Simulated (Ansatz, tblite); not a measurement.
# (ClInS)4 cubane (In4S4Cl4): rung by rung, part 1 of 2

How do method and basis change the picture of (ClInS)4 cubane (In4S4Cl4) (singlet)?

Program: Ansatz 0.2.0, Gaussian basis. Level of theory: as each input shows. These are calculated values, not measurements.

Plan: GFN1-xTB, GFN2-xTB, PBE-D4/def2-TZVP, r2SCAN-D4/def2-TZVP, revPBE-D4/def2-TZVP, BLYP-D4/def2-TZVP, B2PLYP/def2-TZVP, PBE-D4/def2-SVP, PBE0-D4/def2-SVP, CCSD(T)/def2-SVP, MP2/def2-TZVP, RPA/def2-TZVP.

1 further run of the same task is left out (it didn't finish). Runs told in other sessions of the task aren't counted.

**1. The relaxed structure**

The geometry is that of the singlet, from an earlier relaxation (r2SCAN-D4/def2-SVP).

12 atoms, charge 0, spin multiplicity 1.

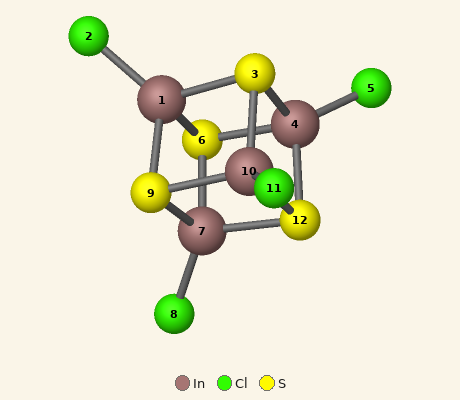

The geometry (indium brown, chlorine green, sulfur yellow); atoms are numbered from 1 in the order of the file.

Coordinates:

```xyz
12

In    0.5622    1.8655   -0.7595
Cl    1.1896    3.9449   -1.6104
S     1.9073    0.7510    1.1148
In    1.5571   -1.3666   -0.2849
Cl    3.2959   -2.8896   -0.5986
S     0.4573   -0.1944   -2.2802
In   -1.7097   -0.6725   -0.9990
Cl   -3.6178   -1.4202   -2.1133
S    -1.7371    1.5252    0.3183
In   -0.4098    0.1733    2.0434
Cl   -0.8674    0.3652    4.3228
S    -0.6275   -2.0819    0.8468
```

In takes a core potential in the def2 sets. No spin-orbit coupling is included.

PBE0-D4/def2-TZVP was run before; its log isn't repeated, and its numbers join the tables.

**2. GFN1-xTB**

Tight binding, by tblite at 300 K electronic temperature and without a spin-polarisation term:

```python
tblite.interface.Calculator('GFN1-xTB', numbers, positions, charge=0, uhf=0).singlepoint()
```

Energy -1045.8214 eV, HOMO -11.29 eV, LUMO -7.83 eV; 0.047 s.

**3. GFN2-xTB**

Tight binding, by tblite at 300 K electronic temperature and without a spin-polarisation term:

```python
tblite.interface.Calculator('GFN2-xTB', numbers, positions, charge=0, uhf=0).singlepoint()
```

Energy -995.6721 eV, HOMO -12.14 eV, LUMO -9.25 eV; 0.049 s.

**4. PBE-D4/def2-TZVP**

start.molden holds the orbitals of an earlier run on this state, given as this run's starting guess.

File in.yaml:

```yaml
crystal:
  periodic: [false, false, false]
  atoms:
    - {symbol: In, position_ang: [0.562202, 1.865529, -0.759540]}
    - {symbol: Cl, position_ang: [1.189603, 3.944905, -1.610449]}
    - {symbol: S, position_ang: [1.907258, 0.751049, 1.114792]}
    - {symbol: In, position_ang: [1.557095, -1.366592, -0.284926]}
    - {symbol: Cl, position_ang: [3.295913, -2.889609, -0.598630]}
    - {symbol: S, position_ang: [0.457253, -0.194399, -2.280177]}
    - {symbol: In, position_ang: [-1.709704, -0.672519, -0.999030]}
    - {symbol: Cl, position_ang: [-3.617800, -1.420178, -2.113293]}
    - {symbol: S, position_ang: [-1.737114, 1.525168, 0.318279]}
    - {symbol: In, position_ang: [-0.409792, 0.173342, 2.043447]}
    - {symbol: Cl, position_ang: [-0.867385, 0.365242, 4.322765]}
    - {symbol: S, position_ang: [-0.627529, -2.081937, 0.846761]}
basis:
  gaussian: {orbitals: def2-TZVP, fitting: {mean_field: def2-universal-jkfit}, initial_orbitals: start.molden}
hamiltonian: {xc: pbe, dispersion: d4}
scf: {omitted_lower_state_checks: [starts]}
output: {forces: true, orbitals: {seedname: orbitals}}
```

Run with:

```
$ ansatz run in.yaml --threads 2 --pin off --events-out ev --progress --plain --max-ram 32768MiB --backend cuda --devices 0, --max-vram 18GiB
```

Output:

```text
Functional definition: PBE
  name "PBE"
  cite "Perdew, Burke & Ernzerhof, Phys. Rev. Lett. 77, 3865 (1996) doi:10.1103/PhysRevLett.77.3865"
  parent pbe
  parameter kappa = 0.804
  parameter beta = 0.06672455060314922
  exchange = pbe_x(kappa = kappa, mu = beta*pi^2/3)
  correlation = pbe_c(beta = beta)
these checks for a lower state are left out or cut short: starts
1896 factors; integrals over basis functions are off by at most 4.5e-1 eV
mean field evaluation 1: about -114107.4457 eV, gradient 2.3e1 eV
mean field evaluation 2: about -114107.8555 eV, gradient 6.1e-1 eV
mean field evaluation 4: about -114107.8564 eV, gradient 6.3e-2 eV
mean field -114107.85643054 eV, -4193.3863787394 hartree, gradient 6.0e-5 eV, S^2 0.000000; 0 other end points of the search recorded, 0 dependent functions left out
the calculation of the forces begins
reference -114107.85651808 eV, -4193.3863819564 hartree; 108, 108 occupied and 388, 388 virtual orbitals, 1896 factors
Total energy: -114108.96310377 eV, -4193.4270482303 hartree
Atom 0 at     0.562202     1.865529    -0.759540 Å, force    -0.007168    -0.025329     0.009468 eV/Å
Atom 1 at     1.189603     3.944905    -1.610449 Å, force    -0.036320    -0.119780     0.050023 eV/Å
Atom 2 at     1.907258     0.751049     1.114792 Å, force    -0.048569    -0.019303    -0.028256 eV/Å
Atom 3 at     1.557095    -1.366592    -0.284926 Å, force    -0.020541     0.018830     0.003981 eV/Å
Atom 4 at     3.295913    -2.889609    -0.598630 Å, force    -0.100947     0.087696     0.017171 eV/Å
Atom 5 at     0.457253    -0.194399    -2.280177 Å, force    -0.011830     0.004482     0.059639 eV/Å
Atom 6 at    -1.709704    -0.672519    -0.999030 Å, force     0.023314     0.009472     0.012835 eV/Å
Atom 7 at    -3.617800    -1.420178    -2.113293 Å, force     0.110322     0.042573     0.064303 eV/Å
Atom 8 at    -1.737114     1.525168     0.318279 Å, force     0.044039    -0.039310    -0.008262 eV/Å
Atom 9 at    -0.409792     0.173342     2.043447 Å, force     0.005409    -0.001578    -0.027901 eV/Å
Atom 10 at    -0.867385     0.365242     4.322765 Å, force     0.026572    -0.010837    -0.131905 eV/Å
Atom 11 at    -0.627529    -2.081937     0.846761 Å, force     0.015719     0.053084    -0.021095 eV/Å
Dipole moment:    -0.000202    -0.000250     0.000098 e Å
Checks for a lower state left out: starts
```

Run time: 5.5 s. Hardware: 1 × H100 (card shared with other runs) with 2 threads of AMD EPYC 7R13, shared host; peak host memory 0.99 GiB.

HOMO -7.52 eV, LUMO -3.93 eV.

**5. r2SCAN-D4/def2-TZVP**

in.yaml: that of step 4 with these lines changed.

```diff
@@ -17,3 +17,3 @@
   gaussian: {orbitals: def2-TZVP, fitting: {mean_field: def2-universal-jkfit}, initial_orbitals: start.molden}
-hamiltonian: {xc: pbe, dispersion: d4}
+hamiltonian: {xc: r2scan, dispersion: d4}
 scf: {omitted_lower_state_checks: [starts]}
```

The command is unchanged.

Output:

```text
Functional definition: r2SCAN
  name "r2SCAN"
  cite "Furness, Kaplan, Ning, Perdew & Sun, J. Phys. Chem. Lett. 11, 8208 (2020) doi:10.1021/acs.jpclett.0c02405"
  cite "Furness, Kaplan, Ning, Perdew & Sun, J. Phys. Chem. Lett. 11, 9248 (2020) doi:10.1021/acs.jpclett.0c03077"
  parent r2scan
  parameter k0 = 0.174
  parameter k1 = 0.065
  parameter a1 = 4.9479
  exchange = r2scan_x(k0 = k0, k1 = k1, a1 = a1)
  correlation = r2scan_c
these checks for a lower state are left out or cut short: starts
1896 factors; integrals over basis functions are off by at most 4.5e-1 eV
mean field evaluation 1: about -114148.5838 eV, gradient 1.7e1 eV
mean field evaluation 2: about -114148.7131 eV, gradient 2.5e-1 eV
mean field evaluation 4: about -114148.7038 eV, gradient 6.1e-4 eV
mean field -114148.70384805 eV, -4194.8874936456 hartree, gradient 2.2e-5 eV, S^2 0.000000; 0 other end points of the search recorded, 0 dependent functions left out
the calculation of the forces begins
reference -114148.70387478 eV, -4194.8874946278 hartree; 108, 108 occupied and 388, 388 virtual orbitals, 1896 factors
Total energy: -114148.97514261 eV, -4194.8974635364 hartree
Atom 0 at     0.562202     1.865529    -0.759540 Å, force    -0.000344    -0.002877     0.000077 eV/Å
Atom 1 at     1.189603     3.944905    -1.610449 Å, force    -0.101096    -0.334447     0.137901 eV/Å
Atom 2 at     1.907258     0.751049     1.114792 Å, force    -0.250380    -0.098732    -0.146187 eV/Å
Atom 3 at     1.557095    -1.366592    -0.284926 Å, force    -0.001602     0.002396     0.000807 eV/Å
Atom 4 at     3.295913    -2.889609    -0.598630 Å, force    -0.280485     0.244930     0.049527 eV/Å
Atom 5 at     0.457253    -0.194399    -2.280177 Å, force    -0.060185     0.024956     0.300918 eV/Å
Atom 6 at    -1.709704    -0.672519    -0.999030 Å, force     0.002596     0.001477     0.000748 eV/Å
Atom 7 at    -3.617800    -1.420178    -2.113293 Å, force     0.307329     0.119748     0.179345 eV/Å
Atom 8 at    -1.737114     1.525168     0.318279 Å, force     0.227824    -0.200663    -0.041983 eV/Å
Atom 9 at    -0.409792     0.173342     2.043447 Å, force     0.000441     0.000500    -0.003234 eV/Å
Atom 10 at    -0.867385     0.365242     4.322765 Å, force     0.073821    -0.030647    -0.367246 eV/Å
Atom 11 at    -0.627529    -2.081937     0.846761 Å, force     0.082081     0.273360    -0.110672 eV/Å
Dipole moment:    -0.000216    -0.000267     0.000104 e Å
Checks for a lower state left out: starts
```

Run time: 6 s. Hardware: 1 × H100 (card shared with other runs) with 2 threads of AMD EPYC 7R13, shared host; peak host memory 1 GiB.

HOMO -7.85 eV, LUMO -3.78 eV.

**6. revPBE-D4/def2-TZVP**

in.yaml: that of step 5 with these lines changed.

```diff
@@ -17,4 +17,4 @@
   gaussian: {orbitals: def2-TZVP, fitting: {mean_field: def2-universal-jkfit}, initial_orbitals: start.molden}
-hamiltonian: {xc: r2scan, dispersion: d4}
+hamiltonian: {xc: {name: revPBE}, dispersion: d4}
 scf: {omitted_lower_state_checks: [starts]}
-output: {forces: true, orbitals: {seedname: orbitals}}
+output: {orbitals: {seedname: orbitals}}
```

Launched as before.

Output:

```text
Functional definition: revPBE
  name "revPBE"
  cite "Zhang & Yang, Phys. Rev. Lett. 80, 890 (1998) doi:10.1103/PhysRevLett.80.890"
  cite "Perdew, Burke & Ernzerhof, Phys. Rev. Lett. 77, 3865 (1996) doi:10.1103/PhysRevLett.77.3865"
  parameter kappa = 1.245
  parameter beta = 0.06672455060314922
  exchange = pbe_x(kappa = kappa, mu = beta*pi^2/3)
  correlation = pbe_c(beta = beta)
these checks for a lower state are left out or cut short: starts
1896 factors; integrals over basis functions are off by at most 4.5e-1 eV
mean field evaluation 1: about -114133.8602 eV, gradient 2.0e1 eV
mean field evaluation 2: about -114134.1483 eV, gradient 4.8e-1 eV
mean field evaluation 4: about -114134.1476 eV, gradient 6.4e-2 eV
mean field -114134.14759696 eV, -4194.3525612845 hartree, gradient 6.3e-5 eV, S^2 0.000000; 0 other end points of the search recorded, 0 dependent functions left out
reference -114134.14770684 eV, -4194.3525653225 hartree; 108, 108 occupied and 388, 388 virtual orbitals, 1896 factors
Total energy: -114136.13484215 eV, -4194.4255911981 hartree
Checks for a lower state left out: starts
```

Run time: 2.8 s. Hardware: 1 × H100 (card shared with other runs) with 2 threads of AMD EPYC 7R13, shared host; peak host memory 0.97 GiB.

HOMO -7.46 eV, LUMO -3.80 eV.

**7. BLYP-D4/def2-TZVP**

in.yaml: that of step 6 with these lines changed.

```diff
@@ -17,3 +17,3 @@
   gaussian: {orbitals: def2-TZVP, fitting: {mean_field: def2-universal-jkfit}, initial_orbitals: start.molden}
-hamiltonian: {xc: {name: revPBE}, dispersion: d4}
+hamiltonian: {xc: {name: BLYP}, dispersion: d4}
 scf: {omitted_lower_state_checks: [starts]}
```

Launched as before.

Output:

```text
Functional definition: BLYP
  name "BLYP"
  cite "Becke, Phys. Rev. A 38, 3098 (1988) doi:10.1103/PhysRevA.38.3098"
  cite "Lee, Yang & Parr, Phys. Rev. B 37, 785 (1988) doi:10.1103/PhysRevB.37.785"
  parameter beta = 0.0042
  parameter a = 0.04918
  parameter b = 0.132
  parameter c = 0.2533
  parameter d = 0.349
  exchange = b88_x(beta = beta)
  correlation = lyp_c(a = a, b = b, c = c, d = d)
these checks for a lower state are left out or cut short: starts
1896 factors; integrals over basis functions are off by at most 4.5e-1 eV
mean field evaluation 1: about -114139.5273 eV, gradient 3.1e1 eV
mean field evaluation 2: about -114140.3220 eV, gradient 1.1e0 eV
mean field evaluation 4: about -114140.3301 eV, gradient 5.4e-2 eV
mean field -114140.33006832 eV, -4194.5797629161 hartree, gradient 3.3e-5 eV, S^2 0.000000; 0 other end points of the search recorded, 0 dependent functions left out
reference -114140.33065203 eV, -4194.5797843673 hartree; 108, 108 occupied and 388, 388 virtual orbitals, 1896 factors
Total energy: -114142.49629309 eV, -4194.6593702081 hartree
Checks for a lower state left out: starts
```

Wall time 3.2 s (1 × H100 (card shared with other runs) with 2 threads of AMD EPYC 7R13, shared host); peak host memory 0.97 GiB.

Report: HOMO -7.33 eV, LUMO -3.86 eV.

**8. B2PLYP/def2-TZVP**

in.yaml: that of step 7 with these lines changed.

```diff
@@ -17,4 +17,3 @@
   gaussian: {orbitals: def2-TZVP, fitting: {mean_field: def2-universal-jkfit}, initial_orbitals: start.molden}
-hamiltonian: {xc: {name: BLYP}, dispersion: d4}
+hamiltonian: {xc: {name: B2PLYP}}
 scf: {omitted_lower_state_checks: [starts]}
-output: {orbitals: {seedname: orbitals}}
```

Launched as before.

Output:

```text
Functional definition: B2PLYP
  name "B2PLYP"
  cite "Grimme, J. Chem. Phys. 124, 034108 (2006) doi:10.1063/1.2148954"
  cite "Becke, Phys. Rev. A 38, 3098 (1988) doi:10.1103/PhysRevA.38.3098"
  cite "Lee, Yang & Parr, Phys. Rev. B 37, 785 (1988) doi:10.1103/PhysRevB.37.785"
  parameter a = 0.53
  parameter c = 0.27
  exchange = (1 - a)*b88_x + a*exact_x
  correlation = (1 - c)*lyp_c + c*(mp2_os + mp2_ss)
these checks for a lower state are left out or cut short: starts
1896 factors; integrals over basis functions are off by at most 4.5e-1 eV
mean field evaluation 1: about -114072.1332 eV, gradient 2.2e1 eV
mean field evaluation 2: about -114072.4884 eV, gradient 5.4e-1 eV
mean field evaluation 4: about -114072.4899 eV, gradient 2.7e-2 eV
mean field -114072.48993584 eV, -4192.0866840314 hartree, gradient 8.8e-6 eV, S^2 0.000000; 0 other end points of the search recorded, 0 dependent functions left out
56 core orbitals not correlated: weight in the atoms' cores, before any rotation towards them, 1.000 or more for the frozen orbitals, at most 0.000 for the correlated occupied ones
reference -114072.49021709 eV, -4192.0866943670 hartree; 52, 52 occupied and 388, 388 virtual orbitals, 1896 factors
second order -84.94562954 eV of doubles, -0.00000000 eV of singles
Total energy: -114095.42553706 eV, -4192.9295518300 hartree
Checks for a lower state left out: starts
```

Run time: 4.9 s. Hardware: 1 × H100 (card shared with other runs) with 2 threads of AMD EPYC 7R13, shared host; peak host memory 2.3 GiB.

(Continued in part 2 of 2.)
